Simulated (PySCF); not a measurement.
# SnH4 (SMILES [SnH4]): levels of theory compared

Aim: a comparison of 6 runs (HF/STO-3G, HF/3-21G, HF/def2-SVP, TPSS/3-21G, PBE0/def2-SVP, wB97X/def2-TZVP) of SnH4. 

The calculation is run with PySCF 2.14.0.

### Step 1. The system as given

SnH4 has 5 atoms, charge 0, and is taken as a singlet. SMILES: `[SnH4]`. Geometry: relaxed at PBE0-D4/def2-TZVP.

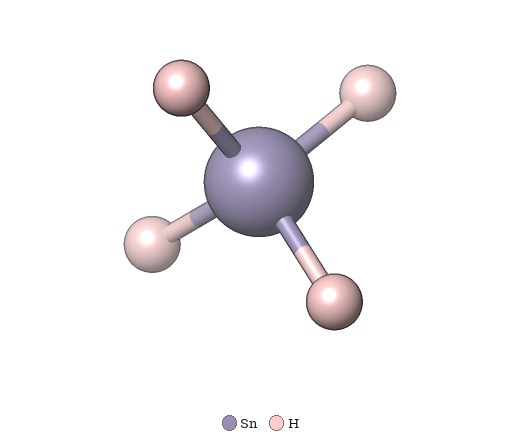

Viewed from a chosen angle; tin purple, hydrogen pink.

### Step 2. Energy and forces at HF/STO-3G (run 1)

run.py

```python
import pyscf.grad
from pyscf import gto

mol = gto.Mole()
mol.atom = '''
Sn     0.000057     0.000019     0.000076
H      1.556983    -1.612843     2.311022
H     -2.954795     0.762353     1.026386
H     -0.220739    -1.841746    -2.631425
H      1.618494     2.692179    -0.706077
'''
mol.unit = 'bohr'
mol.max_memory = 1860
mol.basis = 'sto-3g'
mol.verbose = 4
mol.build()

mf = mol.RHF()
mf.conv_tol = 1e-10
mf.kernel()
if not mf.converged:
    mf = mf.newton().run(mf.mo_coeff, mf.mo_occ)

etot = mf.e_tot
print('E(%s) = %.9f' % ('HF', etot))
grad = mf.Gradients().kernel()
mf.analyze()
```

Run with:

```
$ OMP_NUM_THREADS=1 python run.py
```

The program printed:

```text
PySCF version 2.14.0

[INPUT] num. atoms = 5
[INPUT] num. electrons = 54
[INPUT] charge = 0
[INPUT] spin (= nelec alpha-beta = 2S) = 0
[INPUT] symmetry False subgroup None
[INPUT] Mole.unit = bohr
[INPUT] Symbol           X                Y                Z      unit          X                Y                Z       unit  Magmom
[INPUT]  1 Sn     0.000030163101   0.000010054367   0.000040217468 AA    0.000057000000   0.000019000000   0.000076000000 Bohr   0.0
[INPUT]  2 H      0.823919921390  -0.853479760392   1.222940176335 AA    1.556983000000  -1.612843000000   2.311022000000 Bohr   0.0
[INPUT]  3 H     -1.563610176940   0.403419834276   0.543140080807 AA   -2.954795000000   0.762353000000   1.026386000000 Bohr   0.0
[INPUT]  4 H     -0.116810048361  -0.974610011503  -1.392490142245 AA   -0.220739000000  -1.841746000000  -2.631425000000 Bohr   0.0
[INPUT]  5 H      0.856470140811   1.424639774517  -0.373639857555 AA    1.618494000000   2.692179000000  -0.706077000000 Bohr   0.0

[... 52 lines left out ...]
Total Energy =                       -5965.611524412301151
[... 3 lines left out ...]
Two-electron Coulomb Energy =         2507.762895543358354
[... 5 lines left out ...]
MO #3   energy= -145.342669972308  occ= 2
[... 3 lines left out ...]
MO #7   energy= -26.569892048358   occ= 2
[... 3 lines left out ...]
MO #11  energy= -18.1722010279684  occ= 2
[... 3 lines left out ...]
MO #15  energy= -4.79360495105314  occ= 2
[... 3 lines left out ...]
MO #19  energy= -0.873226509592997 occ= 2
[... 3 lines left out ...]
MO #23  energy= -0.865409409969402 occ= 2
[... 3 lines left out ...]
MO #27  energy= -0.376433727847111 occ= 2
[... 3 lines left out ...]
MO #31  energy= 0.471497223250863  occ= 0
 ** Mulliken pop on meta-lowdin orthogonal AOs  **
 ** Mulliken pop  **
pop of  0 Sn 1s           2.00000
pop of  0 Sn 2s           1.99998
pop of  0 Sn 3s           1.99981
pop of  0 Sn 4s           1.99988
pop of  0 Sn 5s           1.06491
pop of  0 Sn 2px          2.00000
pop of  0 Sn 2py          2.00000
pop of  0 Sn 2pz          2.00000
pop of  0 Sn 3px          1.99996
pop of  0 Sn 3py          1.99996
pop of  0 Sn 3pz          1.99996
pop of  0 Sn 4px          1.99964
pop of  0 Sn 4py          1.99964
pop of  0 Sn 4pz          1.99964
pop of  0 Sn 5px          0.78839
pop of  0 Sn 5py          0.78838
pop of  0 Sn 5pz          0.78834
pop of  0 Sn 3dxy         1.99999
pop of  0 Sn 3dyz         1.99999
pop of  0 Sn 3dz^2        1.99999
pop of  0 Sn 3dxz         1.99999
pop of  0 Sn 3dx2-y2      1.99999
pop of  0 Sn 4dxy         1.99044
pop of  0 Sn 4dyz         1.98697
pop of  0 Sn 4dz^2        1.99293
pop of  0 Sn 4dxz         1.99255
pop of  0 Sn 4dx2-y2      1.99224
pop of  1 H 1s            1.15411
pop of  2 H 1s            1.15412
pop of  3 H 1s            1.15412
pop of  4 H 1s            1.15411
 ** Mulliken atomic charges  **
charge of    0Sn =      0.61647
charge of    1H =     -0.15411
charge of    2H =     -0.15412
charge of    3H =     -0.15412
charge of    4H =     -0.15411
Dipole moment(X, Y, Z, Debye):  0.00024,  0.00011,  0.00033
```

It took 4.2 s on 1 thread of Intel Xeon at 2.50GHz (Skylake/Cascade Lake), shared host; peak memory 0.12 GiB.

### Step 3. Energy and forces at HF/3-21G (run 2)

calc.py

```python
from pyscf import gto

molecule = gto.M(
    atom='''
Sn     0.000030     0.000010     0.000040
H      0.823920    -0.853480     1.222940
H     -1.563610     0.403420     0.543140
H     -0.116810    -0.974610    -1.392490
H      0.856470     1.424640    -0.373640
''',
    max_memory=1860,
    basis='3-21g',
    verbose=4,
)

mf = molecule.RHF()
mf.conv_tol = 1e-10
mf.kernel()
if not mf.converged:
    mf = mf.newton().run(mf.mo_coeff, mf.mo_occ)

e_final = mf.e_tot
print('E = %.10f Eh' % e_final)
grad = mf.nuc_grad_method().kernel()
mf.analyze()
```

Run with:

```
$ OMP_NUM_THREADS=1 python calc.py
```

The program printed:

```text
PySCF version 2.14.0

[INPUT] num. atoms = 5
[INPUT] num. electrons = 54
[INPUT] charge = 0
[INPUT] spin (= nelec alpha-beta = 2S) = 0
[INPUT] symmetry False subgroup None
[INPUT] Mole.unit = angstrom
[INPUT] Symbol           X                Y                Z      unit          X                Y                Z       unit  Magmom
[INPUT]  1 Sn     0.000030000000   0.000010000000   0.000040000000 AA    0.000056691784   0.000018897261   0.000075589045 Bohr   0.0
[INPUT]  2 H      0.823920000000  -0.853480000000   1.222940000000 AA    1.556983148552  -1.612843452794   2.311021666776 Bohr   0.0
[INPUT]  3 H     -1.563610000000   0.403420000000   0.543140000000 AA   -2.954794665631   0.762353313172   1.026385847296 Bohr   0.0
[INPUT]  4 H     -0.116810000000  -0.974610000000  -1.392490000000 AA   -0.220738908610  -1.841745978262  -2.631424731196 Bohr   0.0
[INPUT]  5 H      0.856470000000   1.424640000000  -0.373640000000 AA    1.618493733906   2.692179426100  -0.706077269182 Bohr   0.0

[... 54 lines left out ...]
Total Energy =                       -5998.546465372519378
[... 3 lines left out ...]
Two-electron Coulomb Energy =         2499.749075587443258
[... 5 lines left out ...]
MO #3   energy= -145.357306169723  occ= 2
[... 3 lines left out ...]
MO #7   energy= -26.8986948441023  occ= 2
[... 3 lines left out ...]
MO #11  energy= -19.0645745810917  occ= 2
[... 3 lines left out ...]
MO #15  energy= -5.53968581431222  occ= 2
[... 3 lines left out ...]
MO #19  energy= -1.4100612523988   occ= 2
[... 3 lines left out ...]
MO #23  energy= -1.40523446567383  occ= 2
[... 3 lines left out ...]
MO #27  energy= -0.446618144245693 occ= 2
[... 3 lines left out ...]
MO #31  energy= 0.242621972550193  occ= 0
[... 3 lines left out ...]
MO #35  energy= 0.373993468261148  occ= 0
[... 3 lines left out ...]
MO #39  energy= 1.36989715363367   occ= 0
[... 8 lines left out ...]
pop of  0 Sn 2px          1.99999
pop of  0 Sn 2py          1.99999
pop of  0 Sn 2pz          1.99999
pop of  0 Sn 3px          1.99992
pop of  0 Sn 3py          1.99992
pop of  0 Sn 3pz          1.99992
pop of  0 Sn 4px          1.99949
pop of  0 Sn 4py          1.99949
pop of  0 Sn 4pz          1.99949
pop of  0 Sn 5px          0.78009
pop of  0 Sn 5py          0.78008
pop of  0 Sn 5pz          0.78003
pop of  0 Sn 6px          0.01592
pop of  0 Sn 6py          0.01592
pop of  0 Sn 6pz          0.01592
pop of  0 Sn 3dxy         1.99996
pop of  0 Sn 3dyz         1.99995
pop of  0 Sn 3dz^2        1.99997
pop of  0 Sn 3dxz         1.99997
pop of  0 Sn 3dx2-y2      1.99997
pop of  0 Sn 4dxy         1.99896
pop of  0 Sn 4dyz         1.99858
pop of  0 Sn 4dz^2        1.99923
pop of  0 Sn 4dxz         1.99919
pop of  0 Sn 4dx2-y2      1.99916
pop of  1 H 1s            1.13324
pop of  1 H 2s            0.00081
pop of  2 H 1s            1.13325
pop of  2 H 2s            0.00081
pop of  3 H 1s            1.13326
pop of  3 H 2s            0.00081
pop of  4 H 1s            1.13325
pop of  4 H 2s            0.00081
 ** Mulliken atomic charges  **
charge of    0Sn =      0.53625
charge of    1H =     -0.13406
charge of    2H =     -0.13406
charge of    3H =     -0.13407
charge of    4H =     -0.13406
Dipole moment(X, Y, Z, Debye):  0.00024,  0.00012,  0.00034
```

Wall time 4.2 s (1 thread of Intel Xeon at 2.50GHz (Skylake/Cascade Lake), shared host); peak memory 0.12 GiB.

Runs 3 to 5 aren't shown in full; the table further down has their settings and results.

### Step 4. Energy and forces at wB97X/def2-TZVP (core potential) (run 6)

input.py

```python
import pyscf.grad
from pyscf import gto, dft

mol = gto.Mole()
mol.atom = '''
Sn   0.000030   0.000010   0.000040
H    0.823920  -0.853480   1.222940
H   -1.563610   0.403420   0.543140
H   -0.116810  -0.974610  -1.392490
H    0.856470   1.424640  -0.373640
'''
mol.verbose = 3
mol.ecp = {'Sn': 'def2-svp'}
mol.basis = 'def2-tzvp'
mol.max_memory = 1860
mol.build()

ks = dft.RKS(mol)
ks.xc = 'wb97x'
ks.grids.level = 5
ks.conv_tol = 1e-10
ks.kernel()
if not ks.converged:
    ks = ks.newton().run(ks.mo_coeff, ks.mo_occ)

e_final = ks.e_tot
print('Final energy', e_final)
grad = ks.Gradients().kernel()
ks.analyze()
```

Run with:

```
$ OMP_NUM_THREADS=1 python input.py
```

The program printed:

```text
converged SCF energy = -216.711177410722
Final energy -216.71117741072248
--------------- RKS gradients ---------------
         x                y                z
0 Sn    -0.0000035529     0.0000016148     0.0000101536
1 H     0.0003098234    -0.0003179475     0.0004515835
2 H    -0.0005778584     0.0001484356     0.0001880101
3 H    -0.0000546961    -0.0003644522    -0.0005049500
4 H     0.0003189424     0.0005277996    -0.0001248806
----------------------------------------------
**** MO energy ****
MO #1   energy= -5.19967813882949  occ= 2
MO #2   energy= -3.54767623671181  occ= 2
MO #3   energy= -3.54767358551616  occ= 2
MO #4   energy= -3.54767253967546  occ= 2
MO #5   energy= -1.13611759027972  occ= 2
MO #6   energy= -1.13611701364374  occ= 2
MO #7   energy= -1.13611596212606  occ= 2
MO #8   energy= -1.13109831481858  occ= 2
MO #9   energy= -1.13109533070202  occ= 2
MO #10  energy= -0.64447678564014  occ= 2
MO #11  energy= -0.425535360691163 occ= 2
MO #12  energy= -0.425522439283386 occ= 2
MO #13  energy= -0.425490078442699 occ= 2
MO #14  energy= 0.0926703570436871 occ= 0
MO #15  energy= 0.0927064838079581 occ= 0
MO #16  energy= 0.0927208482910196 occ= 0
MO #17  energy= 0.101280337090832  occ= 0
MO #18  energy= 0.171677240132309  occ= 0
MO #19  energy= 0.171679142759252  occ= 0
MO #20  energy= 0.171680166478266  occ= 0
MO #21  energy= 0.234652629148298  occ= 0
MO #22  energy= 0.234660763965594  occ= 0
MO #23  energy= 0.286314695939948  occ= 0
MO #24  energy= 0.374973016609215  occ= 0
MO #25  energy= 0.374995266558424  occ= 0
MO #26  energy= 0.375004280745898  occ= 0
MO #27  energy= 0.474656906077218  occ= 0
MO #28  energy= 0.522181006764715  occ= 0
MO #29  energy= 0.5222152797363    occ= 0
MO #30  energy= 0.522228428329981  occ= 0
MO #31  energy= 0.771528498135767  occ= 0
MO #32  energy= 0.77153733762139   occ= 0
MO #33  energy= 0.771549530851955  occ= 0
MO #34  energy= 0.777265574954207  occ= 0
MO #35  energy= 0.777269972252658  occ= 0
MO #36  energy= 0.777272619248344  occ= 0
MO #37  energy= 0.983338694550837  occ= 0
MO #38  energy= 0.983394517984139  occ= 0
MO #39  energy= 0.983532235563311  occ= 0
MO #40  energy= 1.05961753084524   occ= 0
MO #41  energy= 1.17993571663238   occ= 0
MO #42  energy= 1.17994357111168   occ= 0
MO #43  energy= 1.26924956298431   occ= 0
MO #44  energy= 1.2692651366971    occ= 0
MO #45  energy= 1.26927282611456   occ= 0
MO #46  energy= 1.75194144591625   occ= 0
MO #47  energy= 1.7520857589085    occ= 0
MO #48  energy= 1.75214425461976   occ= 0
MO #49  energy= 1.80214412350099   occ= 0
MO #50  energy= 1.80228135438199   occ= 0
MO #51  energy= 1.86552859796463   occ= 0
MO #52  energy= 1.86562271815813   occ= 0
MO #53  energy= 1.86566011761226   occ= 0
MO #54  energy= 2.09310452386895   occ= 0
MO #55  energy= 2.30318032626037   occ= 0
MO #56  energy= 2.31945031047663   occ= 0
MO #57  energy= 2.31948741997999   occ= 0
MO #58  energy= 2.31958867717048   occ= 0
MO #59  energy= 2.4985406516722    occ= 0
MO #60  energy= 2.49856720013348   occ= 0
MO #61  energy= 2.49859303638527   occ= 0
MO #62  energy= 2.50432394315117   occ= 0
MO #63  energy= 2.50439723363595   occ= 0
MO #64  energy= 2.50442384418791   occ= 0
MO #65  energy= 2.78630717527349   occ= 0
MO #66  energy= 2.89848245671606   occ= 0
MO #67  energy= 2.89850367754304   occ= 0
MO #68  energy= 2.8985602220827    occ= 0
MO #69  energy= 3.66532721731724   occ= 0
MO #70  energy= 36.570569122235    occ= 0
MO #71  energy= 37.3950336269601   occ= 0
MO #72  energy= 37.3950868774983   occ= 0
MO #73  energy= 37.3951083405443   occ= 0
MO #74  energy= 114.53456236847    occ= 0
 ** Mulliken atomic charges  **
charge of    0Sn =      2.44212
charge of    1H =     -0.61507
charge of    2H =     -0.61021
charge of    3H =     -0.62548
charge of    4H =     -0.59137
Dipole moment(X, Y, Z, Debye):  0.00015,  0.00007,  0.00028
```

Wall time 48 s (1 thread of Intel Xeon at 2.50GHz (Skylake/Cascade Lake), shared host); peak memory 0.72 GiB.

### Step 5. Overview of the runs

| run | level | core potential | integration grid | energy (Eh) | dipole moment (D) | HOMO energy (eV) | LUMO energy (eV) | wall time |
| --- | --- | --- | --- | --- | --- | --- | --- | --- |
| 1 | HF/STO-3G | – | – | -5965.611524 | 0.00 | -10.24 | 12.79 | 4.2 s |
| 2 | HF/3-21G | – | – | -5998.546465 | 0.00 | -12.15 | 4.16 | 4.2 s |
| 3 | HF/def2-SVP (core potential) | def2-svp | – | -215.633127 | 0.00 | -12.15 | 3.72 | 5.4 s |
| 4 | TPSS/3-21G | – | 5 | -6000.847119 | 0.00 | -8.18 | 0.76 | 20 s |
| 5 | PBE0/def2-SVP (core potential) | def2-svp | 5 | -216.653766 | 0.00 | -9.12 | 1.03 | 18 s |
| 6 | wB97X/def2-TZVP (core potential) | def2-svp | 5 | -216.711177 | 0.00 | -11.58 | 2.52 | 48 s |

### Step 6. Outcome

| quantity | value |
| --- | --- |
| run 6: total energy | -216.71118 Eh |
| run 6: dipole moment | 0.00 D |
| run 6: HOMO energy | -11.58 eV |
| run 6: LUMO energy | 2.52 eV |
| run 6: HOMO–LUMO gap | 14.10 eV |
| run 6: largest force on an atom | 0.033 eV/Å |

The HOMO–LUMO gap runs from 8.94 eV (TPSS/3-21G) to 23.03 eV (HF/STO-3G). The two ends differ in method and basis. Totals of different functionals can't be ranked against each other. Some runs of one species differ in core potentials or relativity; totals across that change don't compare. In run 1 the basis is minimal, so the values are rough. In runs 1, 2, 4 relativity is left out where basis or elements ask for it. All runs together took 1.7 min, the longest 48 s.
